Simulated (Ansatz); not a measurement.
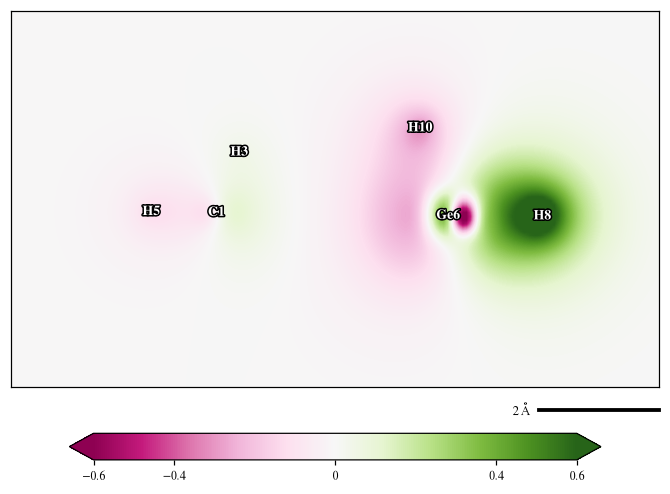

Figure 1: CH4···GeH4. The HOMO on the plane of atoms H8, Ge6 and H10 (values in Å⁻³ᐟ²; the overall sign is arbitrary).

Geometry: PBE0-D4/def2-TZVP.

Theory: RKS PBE0-D4/def2-TZVPPD (Ansatz).

Input

```
crystal:
  periodic: [false, false, false]
  atoms:
    - {symbol: C, position_ang: [0.213111, -0.167738, -1.924088]}
    - {symbol: H, position_ang: [-0.095802, 0.849238, -1.683317]}
    - {symbol: H, position_ang: [-0.545763, -0.869836, -1.579379]}
    - {symbol: H, position_ang: [1.161003, -0.385802, -1.432540]}
    - {symbol: H, position_ang: [0.333353, -0.264535, -3.002751]}
    - {symbol: Ge, position_ang: [-0.213061, 0.167610, 1.923287]}
    - {symbol: H, position_ang: [-0.262956, 1.560226, 1.281548]}
    - {symbol: H, position_ang: [-0.386473, 0.299691, 3.442676]}
    - {symbol: H, position_ang: [1.139949, -0.488874, 1.619770]}
    - {symbol: H, position_ang: [-1.343360, -0.700079, 1.354695]}
basis:
  gaussian: {orbitals: "def2-TZVPPD.json"}
hamiltonian: {xc: pbe0, dispersion: d4}
output: {orbitals: {seedname: orbitals}}
```

Launched as:

```sh
ansatz run in.yaml --threads 4 --pin off --events-out ev --progress --plain --max-ram 9574MiB
```

### Where does this orbital lie, and at what energy?

By Hirshfeld shares it lies mainly on Ge6 (about 45 %) and H8 (about 40 %). Its energy is −9.59 eV.
